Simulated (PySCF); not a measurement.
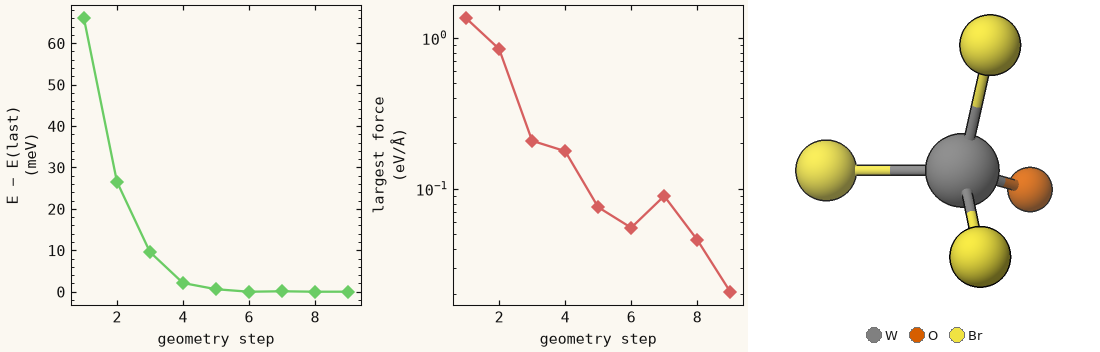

Beside the plot: the molecule at the start.

History of a geometry optimisation.

WOBr3 (SMILES [O]=[W]([Br])([Br])[Br]), multiplicity 2; PySCF 2.14.0, density fitting, PBE0-D3(BJ)/def2-SVP, geometry optimisation.

### How did the optimisation end?

The optimisation met its thresholds at geometry 9, counting the start as the first. The energy fell by about 66 meV from the first step to the last. The largest force goes from about 1.4 eV/Å at the start to 0.021 eV/Å at the end.

### By which step was nine tenths of the energy gained?

By step 4 of 9.
